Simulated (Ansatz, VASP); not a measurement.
**HfO3: VASP beside Ansatz**

Wanted: the spread between two codes on one cell, functional and k mesh. The cell is invented: As first built, before any earlier steps moved the atoms: it takes the WO3 structure with some of its atoms replaced by other elements, volume scaled by an estimate. It may not be a known or stable phase. The cell comes out of the VASP series on this material, whose earlier steps may have relaxed, scaled or displaced it; both programs get it as it stands.

Main program and level: Ansatz 0.2.0; plane waves, with VASP 6.6.1 beside it; single point at PBEsol.

**1. Starting point**

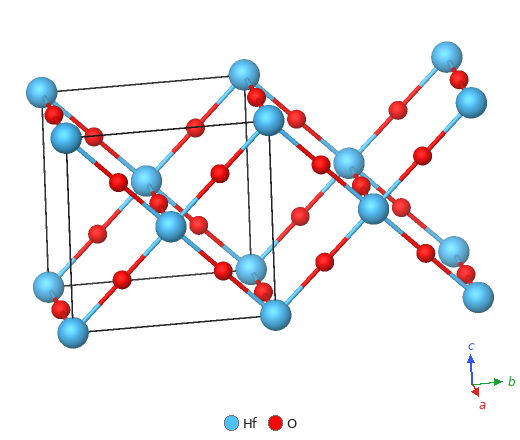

Start, viewed slightly off an axis; hafnium blue, oxygen red. 1×2×1 cells are drawn. This picture shows the conventional cell, with its axes. Some periodic images of atoms are drawn too.

As a file:

```cif
data_structure
_symmetry_space_group_name_H-M 'Amm2'
_symmetry_Int_Tables_number 38
_cell_length_a 4.0831
_cell_length_b 5.7724
_cell_length_c 5.7776
_cell_angle_alpha 90.000
_cell_angle_beta 90.000
_cell_angle_gamma 90.000
_cell_volume 136.17
loop_
_atom_site_label
_atom_site_type_symbol
_atom_site_symmetry_multiplicity
_atom_site_Wyckoff_symbol
_atom_site_fract_x
_atom_site_fract_y
_atom_site_fract_z
_atom_site_occupancy
Hf1 Hf 2 a 0.00000 0.50000 0.50080 1
O1 O 4 d 0.00000 0.25050 0.25026 1
O2 O 2 b 0.50000 0.50000 0.50218 1
```

**2. Ansatz: single point, PBEsol**

Ansatz runs on its default PAW (the set named soft_2) files.

A single point gives forces, pressure and levels at one fixed geometry, so differences don't come from the geometry; what else differs is listed under the comparison.

File input.yaml:

```yaml
crystal:
  lattice:
    - [4.08310682, 0.0, 0.0]
    - [0.0, 2.88618694, 2.88881453]
    - [0.0, -2.88618694, 2.88881453]
  atoms:
    - { symbol: Hf, position: [0.0, 0.000804556, 0.000804556] }
    - { symbol: O, position: [0.0, 0.500756954, 0.999761064] }
    - { symbol: O, position: [0.0, 0.999761064, 0.500756954] }
    - { symbol: O, position: [0.5, 0.002181475, 0.002181475] }
hamiltonian:
  xc: pbesol
  pseudopotentials: { kind: paw }
kpoints:
  mp_grid: { grid: [7, 7, 7] }
scf:
  occupations: { method: tetrahedron }
output:
  forces: true
  stress: true
```

Command:

```
$ ansatz run input.yaml --threads 2 --pin off --max-ram 4608MiB --backend cpu --events-out ev --progress --plain --runs-dir out
```

Numbers of over 12 decimals in the logs are rounded to 6 here.

The program printed:

```text
Warning: output.forces, output.stress, relax.cell or npt_langevin: where a Kohn–Sham band that disperses or a degenerate level is filled in part under the method tetrahedron, the forces or the stress that this run publishes need not agree with its energy (scf.occupations.method in the input reference, under Limitations); prefer a smearing scheme for the forces or the stress
Engine: ansatz 0.2.0, aarch64-unknown-linux-gnu
Pseudopotentials: kind: paw
Pseudopotential: Hf, paw, valence charge 26, recommended cutoff 420 eV (normal), Hf.paw.azcp
Pseudopotential: O, paw, valence charge 6, recommended cutoff 420 eV (normal), O.paw.azcp
Functional definition: PBEsol
  exchange = pbesol_x
  correlation = pbesol_c
Crystal: 4 atoms, lattice volume = 68.087 Å³
Basis set: ecut = 420 eV, 1357 PW (Γ), exchange–correlation on 60×60×60 points (8 copies of the dense FFT grid, shifted against one another)
Bands: 27, of which v1, the nominal top of the filled ones, is band 22 counted from 1 (21 counted from 0)
Symmetry: 4 space group operations
Space group: Amm2 (ITA 38), of the structure as read, at distance tolerance 4.1e-5 Å
k-points: 64 of 343 (time reversal used)
Non-local potential: Hf, projectors of the file, l = 0: 3, l = 1: 2, l = 2: 2, l = 3: 3
Non-local potential: O, projectors of the file, l = 0: 2, l = 1: 2, l = 2: 1
PAW form: soft (Blöchl's): semilocal exchange-correlation on the pseudo side does not see the compensation charge
PAW frozen core: Hf, regenerated for the run's functional, and the local potential with it (the file was generated under x = pbe(κ = 0.804, μ = 0.219515), c = pbe(β = 0.066725))
PAW frozen core: O, regenerated for the run's functional, and the local potential with it (the file was generated under x = pbe(κ = 0.804, μ = 0.219515), c = pbe(β = 0.066725))
PAW one-centre angular grid: Hf, 590 points (default); XC on 64 Gauss nodes
PAW one-centre angular grid: O, 110 points (default); XC on 64 Gauss nodes
Initial density: superposition of atomic densities (neutral atoms: chi_scale 0, normalization atom), corrected by the library's trained network
Initial wavefunctions: pseudopotential atomic-orbital guess
Functional: x = pbesol(κ = 0.804, μ = 0.123457), c = pbesol(β = 0.046)
SCF iter   1: F=—  HF=-17280.260046 eV  |F-HF|=—  |Δ(HF+E_count)|=         —  Δρ=1.37e-2  dr2=9.88e-2  ethr=1.77e-3  ⟨swp⟩=5.9  Hψ=6610  notcnv=0
preconditioner: auto → none  [metal: no gap  n_scr=18 (ndim 8)  ℏωp=29.2 eV  f_vac=0.283  sad-step TF]
SCF iter   2: F=—  HF=-17280.234188 eV  |F-HF|=—  |Δ(HF+E_count)|=   2.59e-2  Δρ=2.03e-3  dr2=2.34e-3  ethr=2.25e-4  ⟨swp⟩=2.1  Hψ=3003  notcnv=0  defer=13
SCF iter   3: F=—  HF=-17280.233968 eV  |F-HF|=—  |Δ(HF+E_count)|=   2.20e-4  Δρ=8.57e-4  dr2=2.15e-4  ethr=5.32e-6  ⟨swp⟩=2.6  Hψ=3311  notcnv=0  defer=13
SCF iter   4: F=—  HF=-17280.234208 eV  |F-HF|=—  |Δ(HF+E_count)|=   2.40e-4  Δρ=1.34e-3  dr2=1.55e-3  ethr=4.88e-7  ⟨swp⟩=2.7  Hψ=3475  notcnv=0  defer=13
SCF iter   5: F=—  HF=-17280.234560 eV  |F-HF|=—  |Δ(HF+E_count)|=   3.53e-4  Δρ=2.67e-3  dr2=6.38e-3  ethr=4.88e-7  ⟨swp⟩=2.8  Hψ=3264  notcnv=0  defer=13  recentre
SCF iter   6: F=—  HF=-17280.234100 eV  |F-HF|=—  |Δ(HF+E_count)|=   4.60e-4  Δρ=4.73e-5  dr2=7.93e-7  ethr=4.88e-7  ⟨swp⟩=2.6  Hψ=3215  notcnv=0  defer=13
SCF iter   7: F=—  HF=-17280.234106 eV  |F-HF|=—  |Δ(HF+E_count)|=   5.49e-6  Δρ=2.07e-5  dr2=1.13e-7  ethr=2.27e-10  ⟨swp⟩=5.4  Hψ=7565  notcnv=0
SCF iter   8: F=-17280.234107 eV  HF=-17280.234107 eV  |F-HF|=1.15e-8  |Δ(HF+E_count)|=   1.52e-6  Δρ=7.70e-6  dr2=2.02e-8  ethr=2.27e-10  ⟨swp⟩=4.0  Hψ=6136  notcnv=0
SCF 1 converged in 8 iterations: F = -17280.234107 eV  dr2 = 2.02e-8
  greatest PAW one-centre occupation: 0.999 electrons in one spin orbital (limit 2), on the Hf atom at site 0 (counted from 0), in its partial waves of l = 0
SCF converged after 8 iterations
Stability not checked: this state was not tested for a lower state beside it, because cold or Methfessel-Paxton smearing, or corrected tetrahedra, fill the levels in a way that the test cannot read (fill_not_monotonic; see scf.lower_state_search)
Free energy (F): -17280.234107 eV
Harris-Foulkes:  -17280.234107 eV  (|F-HF|=1.15e-8)
Internal energy: -17280.231392 eV  (E = F + TS)
E sigma→0 (E₀):  -17280.234107 eV
Entropy (-TS):   -0.002715 eV (-0.679 meV/atom)
Fermi energy:    3.920071 eV
--- Per-component energies (eV) ---
  E_band       = -353.679946
  E_kinetic    = 935.614892
  E_local      = -9127.378624  (includes V_loc(G=0)·N_el)
  E_nonlocal   = -1089.955872
  E_hartree    = 4076.596804
  E_xc         = -510.783867
  E_vxc        = -538.948928  (∫ρ·V_xc dr)
  E_paw        = -7263.372925  (= ΣΔE_a)
  E_vpaw       = 1313.777319  (= ΣTr[D̂ρ^β])
  E_aug_tail   = 0.007175  (compensation charges beyond the density's cutoff)
  E_ewald      = -4302.315931
  E_core_change = 1.356955  (= ΣΔE_core)
  E_smearing   = -0.002715  (= −TS)
  E_closure    = -0.000000  (closes the sum)
  Σ components = -17280.234107   (vs F -17280.234107, Δ=0.00e0)
--- Forces (eV/Å), atoms counted from 1 ---
  atom   1  Hf     0.00000000     0.00000000    -0.00351700
  atom   2  O      0.00000000     0.00114404     0.00582435
  atom   3  O      0.00000000    -0.00114404     0.00582435
  atom   4  O      0.00000000     0.00000000    -0.00814919
  max |Σ_I F_I| component: 1.75e-5 eV/Å
--- Stress (GPa, compression-positive) ---
        1.099787       0.000000       0.000000
        0.000000       1.066069       0.000000
        0.000000       0.000000       1.073530
  P = ⅓ Tr σ = 1.0798 GPa (10.798 kbar)
--- Band table (eV; the first three rows and the last of 64) ---
  k-point 0: bands = [... 18 lower, 3.6497, 3.6512, 4.0382, 4.0393, 4.0402, 9.3937, 9.3939, 9.3941, ... 1 higher]
  k-point 1: bands = [... 18 lower, 3.5106, 3.5455, 3.6131, 3.9922, 3.9924, 9.4095, 9.7792, 9.7793, ... 1 higher]
  k-point 2: bands = [... 18 lower, 3.1858, 3.1861, 3.5309, 3.9573, 3.9575, 9.4452, 10.6278, 10.6280, ... 1 higher]
  k-point 63: bands = [... 18 lower, 1.1645, 1.1692, 4.3582, 4.3591, 4.3824, 12.7487, 12.7999, 12.8067, ... 1 higher]
```

Elapsed: 12 s, on 2 threads of Arm Neoverse N1, shared host; peak memory 0.41 GiB.

In the SCF lines HF is the Harris–Foulkes energy and dr2 the Hartree energy of the density residual, in eV; the loop may stop once dr2 is under the threshold and the program's other checks hold. Hψ counts applications of the Hamiltonian.

The run ends at a pressure of 1.08 GPa, with forces up to 0.0081 eV/Å.

**3. VASP: single point, PBEsol**

The same cell, functional, mesh and smearing now go to VASP, with its own data sets and cutoff.

Lines of VASP's logs that name or quote its potential files are left out, and so is its time.

File INCAR:

```
SYSTEM = HfO3
PREC = Accurate
ENCUT = 520
EDIFF = 1E-06
NELM = 100
ISMEAR = -5
SIGMA = 0.05
LREAL = .FALSE.
ALGO = Normal
GGA = PS
NBANDS = 28
LORBIT = 11
LWAVE = .FALSE.
LCHARG = .FALSE.
KPAR = 2
NEDOS = 2001
```

File POSCAR:

```
HfO3
1.0
    4.0831068200      0.0000000000      0.0000000000
    0.0000000000      2.8861869400      2.8888145300
    0.0000000000     -2.8861869400      2.8888145300
Hf O
1 3
Direct
    0.0000000000      0.0008045560      0.0008045560
    0.0000000000      0.5007569540      0.9997610640
    0.0000000000      0.9997610640      0.5007569540
    0.5000000000      0.0021814750      0.0021814750
```

File KPOINTS:

```
Automatic mesh
0
Gamma
7 7 7
0 0 0
```

Potentials, in the order of the species: Hf_pv and O (PBE family, release 64).

Command:

```
$ mpirun -np 2 vasp_std
```

The program printed:

```text
[banner, memory and clock lines left out]
running    2 mpi-ranks, on    1 nodes
 distrk:  each k-point on    1 cores,    2 groups
 distr:  one band on    1 cores,    1 groups

 POSCAR found type information on POSCAR HfO
 POSCAR found :  2 types and       4 ions
|                                                                             |
|               ----> ADVICE to this user running VASP <----                  |
|                                                                             |
|     You enforced a specific xc type in the INCAR file but a different       |
|     [... a line on the potential file left out ...]
|     I HOPE YOU KNOW WHAT YOU ARE DOING!                                     |
|                                                                             |

 LDA part: xc-table for (Slater+PW92), standard interpolation
 POSCAR, INCAR and KPOINTS ok, starting setup
 FFT: planning ... GRIDC
 FFT: planning ... GRID_SOFT
 FFT: planning ... GRID
 WAVECAR not read
 entering main loop
       N       E                     dE             d eps       ncg     rms          rms(c)
DAV:   1     0.140806637641E+03    0.14081E+03   -0.14299E+04  3584   0.925E+02
DAV:   2    -0.282017634745E+02   -0.16901E+03   -0.16252E+03  4504   0.251E+02
DAV:   3    -0.367398491747E+02   -0.85381E+01   -0.83455E+01  4372   0.484E+01
DAV:   4    -0.368104890715E+02   -0.70640E-01   -0.70594E-01  4264   0.500E+00
DAV:   5    -0.368113076155E+02   -0.81854E-03   -0.81802E-03  4460   0.506E-01    0.692E+01
DAV:   6    -0.338323671980E+02    0.29789E+01   -0.62461E+00  3908   0.164E+01    0.509E+01
DAV:   7    -0.337549699393E+02    0.77397E-01   -0.60119E-01  4136   0.441E+00    0.160E+01
DAV:   8    -0.337737323761E+02   -0.18762E-01   -0.96729E-02  4088   0.125E+00    0.241E+00
DAV:   9    -0.337811530022E+02   -0.74206E-02   -0.35996E-01  4580   0.149E+00    0.166E+00
DAV:  10    -0.337595286431E+02    0.21624E-01   -0.93707E-02  4020   0.954E-01    0.147E+00
DAV:  11    -0.337608489006E+02   -0.13203E-02   -0.31738E-03  3784   0.313E-01    0.415E-01
DAV:  12    -0.337609758318E+02   -0.12693E-03   -0.86406E-05  4192   0.465E-02    0.299E-01
DAV:  13    -0.337613476881E+02   -0.37186E-03   -0.93914E-04  3728   0.645E-02    0.164E-01
DAV:  14    -0.337613143917E+02    0.33296E-04   -0.28585E-05  4352   0.198E-02    0.122E-01
[...]
DAV:  20    -0.337613413432E+02   -0.21605E-04   -0.43368E-04  3956   0.231E-02    0.110E-01
DAV:  21    -0.337613149037E+02    0.26440E-04   -0.80082E-06  3740   0.167E-02    0.657E-02
DAV:  22    -0.337613131838E+02    0.17198E-05   -0.54955E-06  2184   0.479E-03    0.426E-02
DAV:  23    -0.337613150781E+02   -0.18943E-05   -0.19429E-05  2000   0.286E-03    0.779E-02
DAV:  24    -0.337613149478E+02    0.13027E-06   -0.37169E-05  2668   0.772E-03    0.644E-02
DAV:  25    -0.337613148918E+02    0.55987E-07   -0.15224E-05  2660   0.683E-03    0.742E-02
DAV:  26    -0.337613154986E+02   -0.60680E-06   -0.48630E-05  2652   0.685E-03    0.661E-02
DAV:  27    -0.337613147614E+02    0.73725E-06   -0.75471E-06  2664   0.662E-03
   1 F= -.33761315E+02 E0= -.33761315E+02  d E =0.000000E+00
|                                                                             |
|           W    W    AA    RRRRR   N    N  II  N    N   GGGG   !!!           |
|           W    W   A  A   R    R  NN   N  II  NN   N  G    G  !!!           |
|           W    W  A    A  R    R  N N  N  II  N N  N  G       !!!           |
|           W WW W  AAAAAA  RRRRR   N  N N  II  N  N N  G  GGG   !            |
|           WW  WW  A    A  R   R   N   NN  II  N   NN  G    G                |
|           W    W  A    A  R    R  N    N  II  N    N   GGGG   !!!           |
|                                                                             |
|     Tetrahedron method does not include variations of the Fermi             |
|     occupations, so forces and stress will be inaccurate. We suggest        |
|     using a different smearing scheme ISMEAR = 1 or 2 for metals in         |
|     relaxations.                                                            |
|                                                                             |
```

From OUTCAR (step 3):

```text
ion  position               nearest neighbor table
   1  0.000  0.001  0.001-   4 2.04   4 2.04   2 2.04   3 2.04   2 2.04   3 2.04
   2  0.000  0.501  1.000-   1 2.04   1 2.04
   3  0.000  1.000  0.501-   1 2.04   1 2.04
   4  0.500  0.002  0.002-   1 2.04   1 2.04

  LATTYP: Found a base centered orthorhombic cell.
 ALAT       =     5.7723738800
 B/A-ratio  =     1.0009104019
 C/A-ratio  =     0.7073531453

 Subroutine GETGRP returns: Found  4 space group operations
 (whereof  4 operations were pure point group operations)

The static configuration has the point symmetry C_2v.

 Found     64 irreducible k-points:

   k-points           NKPTS =     64   k-points in BZ     NKDIM =     64   number of bands    NBANDS=     28

   dimension x,y,z NGX =    30 NGY =   30 NGZ =   30
   dimension x,y,z NGXF=    60 NGYF=   60 NGZF=   60

   ENCUT  =  520.0 eV  38.22 Ry    6.18 a.u.   7.59  7.59  7.59*2*pi/ulx,y,z

   NELECT =      28.0000    total number of electrons

 k-points in reciprocal lattice and weights: Automatic mesh
   0.00000000  0.00000000  0.00000000       0.003
   0.14285714  0.00000000  0.00000000       0.006
   0.28571429  0.00000000  0.00000000       0.006
   0.42857143  0.00000000  0.00000000       0.006
   0.00000000  0.14285714  0.00000000       0.012
   0.14285714  0.14285714  0.00000000       0.023
   0.28571429  0.14285714  0.00000000       0.023
   0.42857143  0.14285714  0.00000000       0.023
   0.00000000  0.28571429  0.00000000       0.012
[...]
0.28571429 -0.42857143  0.42857143       0.012
   0.42857143 -0.42857143  0.42857143       0.012

 average (electrostatic) potential at core
       1 -41.1214       2 -75.4846       3 -75.4846       4 -75.4847

 E-fermi :  -2.0646

 k-point     1 :       0.0000    0.0000    0.0000
  band No.  band energies     occupation
    ...
     10      -2.3352      2.00000
     11      -2.3330      2.00000
     12      -2.3313      2.00000
     13      -1.9908      1.88120
     14      -1.9907      0.57876
     15      -1.9904     -0.05357
     16       3.4332      0.00000
     17       3.4332      0.00000
     18       3.4332      0.00000
     19       4.9481      0.00000
    ...

 k-point     2 :       0.1429    0.0000    0.0000
  band No.  band energies     occupation
    ...
     11      -2.4669      2.00000
     12      -2.4656      2.00000
     13      -2.3703      2.00442
     14      -2.0342      1.51309
     15      -2.0334      1.00983
     16       3.4489      0.00000
     17       3.8181      0.00000
     18       3.8183      0.00000
     19       5.2457      0.00000
     20       7.7213      0.00000
    ...

 k-point     3 :       0.2857    0.0000    0.0000
  band No.  band energies     occupation
    ...
     11      -2.7849      2.00000
     12      -2.7807      2.00000
     13      -2.4534      2.00000
     14      -2.0643      1.95191
     15      -2.0629      1.90023
     16       3.4847      0.00000
     17       4.6691      0.00000
     18       4.6696      0.00000
     19       5.9892      0.00000
     20       7.7544      0.00000
    ...

  Total       -0.0238193     -0.0103852      0.0285637      0.0000000      0.0000000      0.0000000
  in kB       -0.5604994     -0.2443760      0.6721414      0.0000000      0.0000000      0.0000000
  external PRESSURE =      -0.0442447 kB  Pullay stress =       0.0000000 kB

  energy-cutoff  :      520.00
  volume of cell :       68.09
      direct lattice vectors                 reciprocal lattice vectors
     4.083106820  0.000000000  0.000000000     0.244911545  0.000000000  0.000000000
     0.000000000  2.886186940  2.888814530     0.000000000  0.173238952  0.173081378
     0.000000000 -2.886186940  2.888814530     0.000000000 -0.173238952  0.173081378

 POSITION                                       TOTAL-FORCE (eV/Angst)
 -----------------------------------------------------------------------------------
      0.00000      0.00000      0.00465         0.000000      0.000000     -0.003207
      0.00000     -1.44022      4.33472         0.000000      0.001015      0.006202
      0.00000      1.44022      4.33472         0.000000     -0.001015      0.006202
      2.04155      0.00000      0.01260         0.000000      0.000000     -0.009198
 -----------------------------------------------------------------------------------
    total drift:                                0.000000     -0.000001      0.000338

  FREE ENERGIE OF THE ION-ELECTRON SYSTEM (eV)
  ---------------------------------------------------
  free  energy   TOTEN  =       -33.7613147614 eV

  energy  without entropy=      -33.7613147614  energy(sigma->0) =      -33.76131476

 total charge
# of ion       s       p       d       tot
------------------------------------------
    1        0.347   6.777   1.568   8.692
    2        1.584   3.330   0.000   4.913
    3        1.584   3.330   0.000   4.913
    4        1.584   3.330   0.000   4.914
--------------------------------------------------
tot          5.098  16.767   1.568  23.432

[... 3 further parts left out ...]
```

The run ends at a pressure of 0.00 GPa, with forces up to 0.0092 eV/Å.

**4. Differences**

Known differences besides the PAW data sets themselves: the data sets hold 44 valence electrons in Ansatz (default PAW (the set named soft_2) files) and 28 in VASP; the cutoff is 420 eV in Ansatz and 520 eV in VASP; Ansatz makes its cores anew for this functional, VASP keeps those of its PBE data sets; VASP leaves aspherical gradient terms in its spheres out (LASPH is not set), Ansatz keeps them. Total energies have different zeros and are not compared.

The two programs side by side:

```
      quantity  Ansatz  VASP  difference
pressure (GPa)    1.08  0.00       +1.08
```

Ansatz's pressure holds a Pulay correction of 0.59 GPa; VASP's holds none.

**5. Looking for the cause**

The difference is large enough to ask for its cause, so further runs change the set-up of one program at a time, as the table lists.

```
                                        run  difference in pressure (GPa)
                                   as above                           1.1
    Ansatz's larger PAW set (cutoff 900 eV)                           1.2
norm-conserving potentials (cutoff 1143 eV)                         0.017
```

**6. Results**

| Item | Value |
| --- | --- |
| difference in pressure (single point, PBEsol) | 1.1 GPa |

**Reading.** The difference in pressure is 1.1 GPa (single point, PBEsol), beyond the 1 GPa picked in this series as the mark of a large difference. For single point, PBEsol: with norm-conserving potentials (cutoff 1143 eV) the difference in pressure shrinks in size, from 1.1 to 0.017 GPa. How closely two codes agree says nothing of how well the functional describes the real material.

[Lines on the potential files, build, host, timing and source positions are cut from VASP's logs without a mark.]

[Logs are printed without paths, hosts, clocks, repeated set-up lines and the standing remarks that a program may print on its own settings, such as how far it seeks lower states.]

[Hosts, paths, dates, database ids (printed as entryN), source tags and the programs' standing remarks are cut or masked in the printed files.]
